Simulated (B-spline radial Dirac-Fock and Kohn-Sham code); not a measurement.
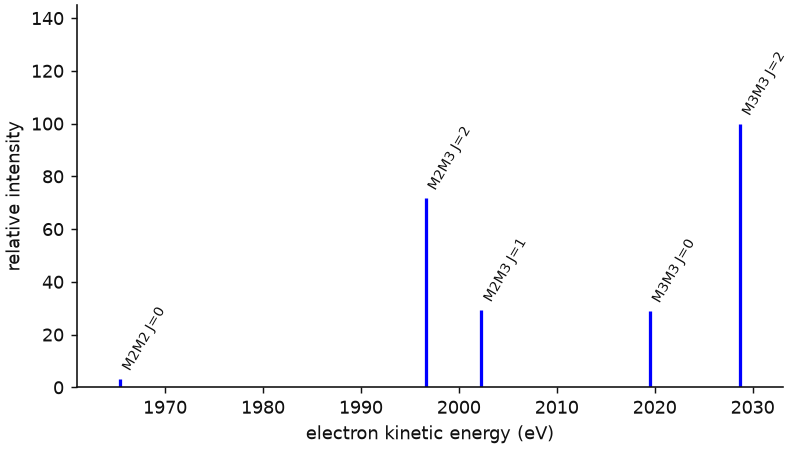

The Auger multiplet of an L3 hole with both final holes in M23, lines labelled by the leading pair of holes and J, as sticks. Kinetic energies count from the vacuum level; very weak lines are left out. Lines are named by their largest jj component, which in light atoms can differ from the customary names. It refers to palladium in charge state +2 (Pd²⁺) in the configuration [Kr] 4d7 5s1, which is not the ground configuration. The calculation used Dirac–Fock ΔSCF energies in intermediate coupling of the two holes, Coulomb rates, valence shells as spectators (a radial B-spline solver).

Question: Which line is strongest?

Answer: L3-M3M3 J=2 at 2.029 keV, 43 % of the multiplet.

Question: Which of the lines shown has the highest kinetic energy, and why?

Answer: L3-M3M3 J=2 at 2.029 keV: its two-hole final state is the least tightly bound of those shown, so the most energy is left to the electron.
